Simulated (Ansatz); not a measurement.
# O₂ (singlet): wave-function methods side by side at distance O1–O2 = 1.326 Å, 6-31G, part 2 of 2

Ansatz 0.2.0, Gaussian basis; 6-31G, core rule «outside noble gas», up to 2 orbitals frozen.

### Step 12. CASSCF and MRCISD+Q, 2 electrons in 2 orbitals

Contents of in.yaml:

```yaml
crystal:
  periodic: [false, false, false]
  atoms:
    - {symbol: O, position_ang: [0.000000, 0.000000, 0.000000]}
    - {symbol: O, position_ang: [0.000000, 0.000000, 1.326000]}
basis:
  gaussian: {orbitals: 6-31G}
correlation: {method: fic_mrcisd_q, electrons: outside_noble_gas, active_space: {window: {electrons: 2, orbitals: 2}}}
```

Run with:

```bash
ansatz run in.yaml --threads 1 --pin off --events-out ev --progress --plain --max-ram 2393MiB
```

The log of the run, shortened:

```text
Functional definition: HF
  name "HF"
  cite "Fock, Z. Phys. 61, 126 (1930) doi:10.1007/BF01340294"
  parent pbe
[...]
155 factors; integrals over basis functions are off by at most 9.8e-5 eV
[...]
mean field -4066.46655116 eV, -149.4398894050 hartree, gradient 6.3e-6 eV, S^2 0.000000; 2 other end points of the search recorded, 0 dependent functions left out; unrestricted orbitals would lower it
reference -4066.46655116 eV, -149.4398894050 hartree; 8, 8 occupied and 10, 10 virtual orbitals, 155 factors
state -4068.97095452 eV, -149.5319245310 hartree
contracted CI cycle   1: correlation 0.00000000 eV, 0.0000000000 hartree, residual 2.16e1 eV
contracted CI cycle   2: correlation -4.96374188 eV, -0.1824141497 hartree, residual 4.05e0 eV
contracted CI cycle   3: correlation -5.18827878 eV, -0.1906657282 hartree, residual 1.27e0 eV
contracted CI cycle   4: correlation -5.21114028 eV, -0.1915058732 hartree, residual 3.47e-1 eV
contracted CI cycle   5: correlation -5.21350724 eV, -0.1915928574 hartree, residual 1.59e-1 eV
contracted CI cycle   6: correlation -5.21450018 eV, -0.1916293472 hartree, residual 1.62e-1 eV
contracted CI cycle   7: correlation -5.21539576 eV, -0.1916622589 hartree, residual 1.10e-1 eV
contracted CI cycle   8: correlation -5.21560953 eV, -0.1916701149 hartree, residual 4.65e-2 eV
contracted CI cycle   9: correlation -5.21564915 eV, -0.1916715711 hartree, residual 1.91e-2 eV
contracted CI cycle  10: correlation -5.21565604 eV, -0.1916718243 hartree, residual 7.63e-3 eV
contracted CI cycle  11: correlation -5.21565719 eV, -0.1916718663 hartree, residual 2.95e-3 eV
contracted CI cycle  12: correlation -5.21565738 eV, -0.1916718733 hartree, residual 1.14e-3 eV
state -4068.97095452 eV, -149.5319245310 hartree; corrected -4074.55206233 eV, -149.7370264599 hartree
Total energy: -4074.55206233 eV, -149.7370264599 hartree
```

Run time: 0.21 s. Hardware: 1 thread of Arm Neoverse V2, shared host.

From the report: 2 determinants; active occupations 1.72, 0.28.

### Step 13. CASSCF and NEVPT2, 2 electrons in 2 orbitals

Contents of in.yaml:

```yaml
crystal:
  periodic: [false, false, false]
  atoms:
    - {symbol: O, position_ang: [0.000000, 0.000000, 0.000000]}
    - {symbol: O, position_ang: [0.000000, 0.000000, 1.326000]}
basis:
  gaussian: {orbitals: 6-31G}
correlation: {method: sc_nevpt2, electrons: outside_noble_gas, active_space: {window: {electrons: 2, orbitals: 2}}}
```

Launched as before.

The log of the run:

```text
Functional definition: HF
  name "HF"
  cite "Fock, Z. Phys. 61, 126 (1930) doi:10.1007/BF01340294"
  parent pbe
  exchange = exact_x
  correlation = 0
155 factors; integrals over basis functions are off by at most 9.8e-5 eV
mean field evaluation 1: about -4066.0169 eV, gradient 1.3e1 eV
mean field evaluation 2: about -4066.0293 eV, gradient 1.3e1 eV
mean field evaluation 4: about -4066.4666 eV, gradient 1.1e0 eV
mean field evaluation 8: about -4066.4666 eV, gradient 5.0e-4 eV
mean field evaluation 16: about -4066.4666 eV, gradient 5.9e-3 eV
mean field -4066.46655116 eV, -149.4398894050 hartree, gradient 6.3e-6 eV, S^2 0.000000; 2 other end points of the search recorded, 0 dependent functions left out; unrestricted orbitals would lower it
reference -4066.46655116 eV, -149.4398894050 hartree; 8, 8 occupied and 10, 10 virtual orbitals, 155 factors
state -4068.97095452 eV, -149.5319245310 hartree
state -4068.97095452 eV, -149.5319245310 hartree; corrected -4074.28489568 eV, -149.7272082666 hartree
Total energy: -4074.28489568 eV, -149.7272082666 hartree
```

Run time: 0.12 s. Hardware: 1 thread of Arm Neoverse V2, shared host.

From the report: 2 determinants; active occupations 1.72, 0.28.

### Step 14. CASSCF and MRCISD+Q, 12 electrons in 8 orbitals

Contents of in.yaml:

```yaml
crystal:
  periodic: [false, false, false]
  atoms:
    - {symbol: O, position_ang: [0.000000, 0.000000, 0.000000]}
    - {symbol: O, position_ang: [0.000000, 0.000000, 1.326000]}
basis:
  gaussian: {orbitals: 6-31G}
correlation: {method: fic_mrcisd_q, electrons: outside_noble_gas, active_space: {window: {electrons: 12, orbitals: 8}, shells: [{species: O, l: s, shell: 2}, {species: O, l: p, shell: 2}]}}
```

The command is unchanged.

The log of the run, shortened:

```text
Functional definition: HF
  name "HF"
  cite "Fock, Z. Phys. 61, 126 (1930) doi:10.1007/BF01340294"
  parent pbe
[...]
273 factors; integrals over basis functions are off by at most 2.6e-8 eV
[...]
mean field -4066.46662889 eV, -149.4398922616 hartree, gradient 6.3e-6 eV, S^2 0.000000; 2 other end points of the search recorded, 0 dependent functions left out; unrestricted orbitals would lower it
reference -4066.46662889 eV, -149.4398922616 hartree; 8, 8 occupied and 10, 10 virtual orbitals, 273 factors
state -4071.25109111 eV, -149.6157180050 hartree
contracted CI cycle   1: correlation 0.00000000 eV, 0.0000000000 hartree, residual 1.84e1 eV
contracted CI cycle   2: correlation -3.42525182 eV, -0.1258756825 hartree, residual 3.51e0 eV
contracted CI cycle   3: correlation -3.55982498 eV, -0.1308211552 hartree, residual 8.64e-1 eV
[...]
contracted CI cycle   6: correlation -3.56944680 eV, -0.1311747505 hartree, residual 9.56e-3 eV
contracted CI cycle   7: correlation -3.56944781 eV, -0.1311747876 hartree, residual 1.62e-3 eV
contracted CI cycle   1: correlation 0.00000000 eV, 0.0000000000 hartree, residual 1.84e1 eV
contracted CI cycle   2: correlation -3.42525182 eV, -0.1258756825 hartree, residual 3.51e0 eV
contracted CI cycle   3: correlation -3.55982498 eV, -0.1308211552 hartree, residual 8.64e-1 eV
contracted CI cycle   4: correlation -3.56903409 eV, -0.1311595836 hartree, residual 1.89e-1 eV
contracted CI cycle   5: correlation -3.56942265 eV, -0.1311738628 hartree, residual 4.74e-2 eV
contracted CI cycle   6: correlation -3.56944680 eV, -0.1311747505 hartree, residual 9.56e-3 eV
contracted CI cycle   7: correlation -3.56944781 eV, -0.1311747876 hartree, residual 1.62e-3 eV
state -4071.25109111 eV, -149.6157180050 hartree; corrected -4074.96428098 eV, -149.7521752161 hartree
Total energy: -4074.96428098 eV, -149.7521752161 hartree
Checks for a lower state left out: starts, orbital_swaps
```

It took 1.1 s on 1 thread of Arm Neoverse V2, shared host.

From the report: 96 determinants; active occupations 2.00, 2.00, 1.93, 1.91, 1.91, 1.09, 1.09, 0.07.

### Step 15. CASSCF and NEVPT2, 12 electrons in 8 orbitals

Contents of in.yaml:

```yaml
crystal:
  periodic: [false, false, false]
  atoms:
    - {symbol: O, position_ang: [0.000000, 0.000000, 0.000000]}
    - {symbol: O, position_ang: [0.000000, 0.000000, 1.326000]}
basis:
  gaussian: {orbitals: 6-31G}
correlation: {method: sc_nevpt2, electrons: outside_noble_gas, active_space: {window: {electrons: 12, orbitals: 8}, shells: [{species: O, l: s, shell: 2}, {species: O, l: p, shell: 2}]}}
```

Same command.

The log of the run:

```text
Functional definition: HF
  name "HF"
  cite "Fock, Z. Phys. 61, 126 (1930) doi:10.1007/BF01340294"
  parent pbe
  exchange = exact_x
  correlation = 0
273 factors; integrals over basis functions are off by at most 2.6e-8 eV
mean field evaluation 1: about -4066.0169 eV, gradient 1.3e1 eV
mean field evaluation 2: about -4066.0294 eV, gradient 1.3e1 eV
mean field evaluation 4: about -4066.4667 eV, gradient 1.1e0 eV
mean field evaluation 8: about -4066.4666 eV, gradient 5.0e-4 eV
mean field evaluation 16: about -4066.4666 eV, gradient 5.9e-3 eV
mean field -4066.46662889 eV, -149.4398922616 hartree, gradient 6.3e-6 eV, S^2 0.000000; 2 other end points of the search recorded, 0 dependent functions left out; unrestricted orbitals would lower it
reference -4066.46662889 eV, -149.4398922616 hartree; 8, 8 occupied and 10, 10 virtual orbitals, 273 factors
state -4071.25109111 eV, -149.6157180050 hartree
state -4071.25109111 eV, -149.6157180050 hartree; corrected -4074.29164761 eV, -149.7274563956 hartree
Total energy: -4074.29164761 eV, -149.7274563956 hartree
Checks for a lower state left out: starts, orbital_swaps
```

It took 0.21 s on 1 thread of Arm Neoverse V2, shared host.

From the report: 96 determinants; active occupations 2.00, 2.00, 1.93, 1.91, 1.91, 1.09, 1.09, 0.07.

### Step 16. Full CI

Contents of in.yaml:

```yaml
crystal:
  periodic: [false, false, false]
  atoms:
    - {symbol: O, position_ang: [0.000000, 0.000000, 0.000000]}
    - {symbol: O, position_ang: [0.000000, 0.000000, 1.326000]}
basis:
  gaussian: {orbitals: 6-31G}
correlation: {method: fci, electrons: outside_noble_gas}
```

Same command.

The log of the run, shortened:

```text
Functional definition: HF
  name "HF"
  cite "Fock, Z. Phys. 61, 126 (1930) doi:10.1007/BF01340294"
  parent pbe
[...]
273 factors; integrals over basis functions are off by at most 2.6e-8 eV
[...]
mean field -4066.46662889 eV, -149.4398922616 hartree, gradient 6.3e-6 eV, S^2 0.000000; 2 other end points of the search recorded, 0 dependent functions left out; unrestricted orbitals would lower it
[...]
unrestricted determinant -4068.60651479 eV, -149.5185316179 hartree, S^2 1.0276
2 core orbitals not correlated: weight in the atoms' cores, before any rotation towards them, 1.000 or more for the frozen orbitals, at most 0.000 for the correlated occupied ones
reference -4066.46662889 eV, -149.4398922616 hartree; 6, 6 occupied and 10, 10 virtual orbitals, 273 factors
state -4075.01887026 eV, -149.7541813350 hartree
Total energy: -4075.01887026 eV, -149.7541813350 hartree
```

Wall time 1.7 min (1 thread of Arm Neoverse V2, shared host); peak memory 0.85 GiB.

From the report: 8,019,904 determinants, symmetry Ag.

### Step 17. Natural occupations

Natural occupations of the FCI state about the gap (report; correlated orbitals 3 to 12): 1.930, 1.908, 1.908, 1.069, 1.069, 0.070, 0.014, 0.014, 0.011, 0.009. The count of effectively unpaired electrons, Σ n²(2 − n)², is 2.08; a single determinant of this spin has 0.

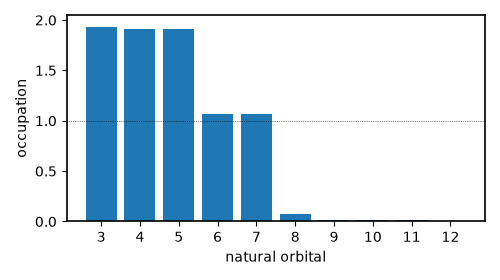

Natural occupations of the FCI state.

### Step 18. All levels against the top one

The yardstick is full CI for this spin, exact in this basis with these frozen cores. Rows without a time come out of other runs: HF, MP2 and CCSD of CCSD(T), CCSDT of CCSDT(Q), CASSCF and MRCISD of the multireference runs.

Differences are taken before rounding.

```tsv
method	energy from the lowest RHF (meV)	from FCI (meV)	time
RHF	0.0	+8552.3	
RMP2	-8466.7	+85.6	
CISD	-7278.5	+1273.8	0.18 s
RCCSD	-7936.3	+616.0	
RCCSD(T)	-8280.3	+272.1	0.18 s
BCCD(T)	-8272.8	+279.5	0.24 s
RCCSDT	-8355.4	+196.9	
CISDTQ	-8396.5	+155.8	3.4 s
RCCSDT(Q)	-8576.2	-23.9	0.69 s
RCCSDTQ	-8532.0	+20.3	9.5 s
CASSCF valence	-4784.5	+3767.8	
NEVPT2 valence	-7825.1	+727.2	0.21 s
MRCISD valence	-8354.0	+198.3	
MRCISD+Q valence	-8497.7	+54.6	1.1 s
FCI	-8552.3	0	1.7 min
```

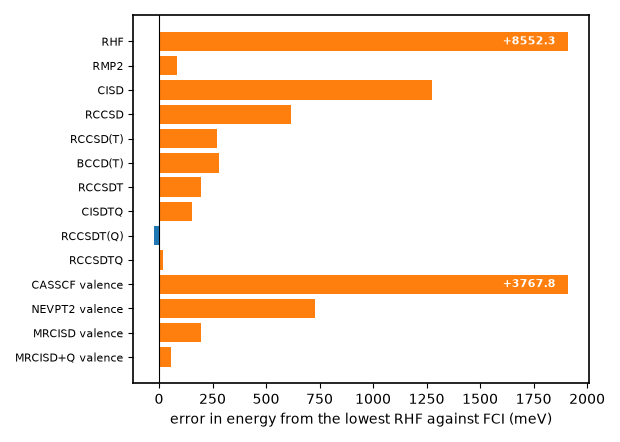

Deviations from FCI, method by method. Bars with a number in them are cut short.

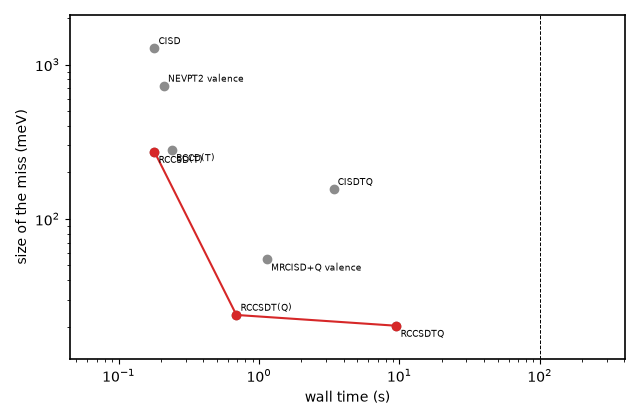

Miss against cost. Red marks the levels that no quicker level drawn beats (of those quicker than the yardstick), and the dashed line is the time of FCI. Times are from a shared host. Runs this short are mostly start-up, so their order is noise.

Left out of the table: CASSCF pair, NEVPT2 pair, MRCISD pair, MRCISD+Q pair (the active space lost an orbital or holds another state than full CI finds).

Left out of the table: UHF, UMP2, UCCSD, UCCSD(T), UCCSDT, UCCSDT(Q), UCCSDTQ (another determinant or state than the rows shown).

The program flags RCCSD(T), BCCD(T), RCCSDT(Q), RCCSDTQ as in doubt (see the logs), so those rows may rest on another solution; read them beside their warnings.

### Step 19. Outcome

What follows sums up all 2 parts.

| quantity | value |
| --- | --- |
| FCI from the RHF energy | -8.5523 eV |
| RMP2 from FCI | +85.6 meV |
| RCCSD from FCI | +616.0 meV |
| RCCSD(T) from FCI | +272.1 meV |
| RCCSDT(Q) from FCI | -23.9 meV |
| NEVPT2 valence from FCI | +727.2 meV |
| MRCISD+Q valence from FCI | +54.6 meV |
| levels within 1 kcal/mol (43 meV) | RCCSDT(Q), RCCSDTQ |
| T1 diagnostic | 0.016 |
| effectively unpaired electrons | 2.08 |

**Reading.** RCCSD(T) lands +272.1 meV from the yardstick (3.2 % of the correlation energy). RCCSDT(Q) falls below full CI, which methods that aren't variational can do. With 2.1 effectively unpaired electrons against 0 the state is strongly multireference. Of the multireference levels listed MRCISD+Q valence comes nearest in total energy (+54.6 meV), which doesn't show that its space is the better one. These misses are within one basis, not against nature.

The restricted and unrestricted ladders end 1.10 eV apart at CCSDT(Q), so they describe two states, and rows of one don't measure the error of the other.

Huber and Herzberg's tables give the ground state of this molecule as 3Σg-; the runs here treat another spin state.
